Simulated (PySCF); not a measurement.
SMILES CN(C)[TeH] at its PBE0/def2-SVP optimised geometry (Å):

```
11

Te    -1.8238    -0.5859     0.0000
H     -1.9294     1.0827     0.0000
N      0.2380    -0.5859     0.0000
C      0.8605    -1.0781    -1.2079
C      0.8605    -1.0827     1.2060
H      1.9294    -0.7962    -1.1955
H      0.8169    -2.1814    -1.3340
H      0.4044    -0.6157    -2.0944
H      0.8171    -2.1865     1.3278
H      1.9293    -0.8006     1.1949
H      0.4041    -0.6238     2.0942
```

Method: PBE0/def2-TZVP, def2 effective core potentials past Kr (PySCF). The core electrons that the potentials of Te replace are not part of the density. Cells within 0.4 Å of a nucleus heavier than hydrogen are left out (blank, or x).

Map of the Laplacian of the electron density (e/bohr⁵), clipped to [-1.50, 1.50] on the plane z = 0.0 Å:

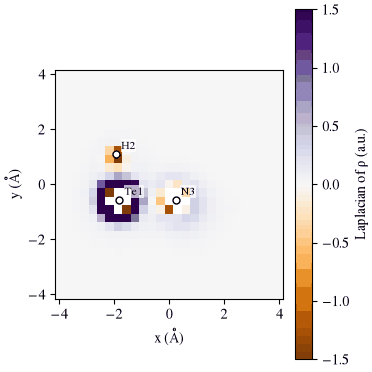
Figure: Laplacian of the electron density (e/bohr⁵), clipped to [-1.50, 1.50] on the plane z = 0.0 Å.
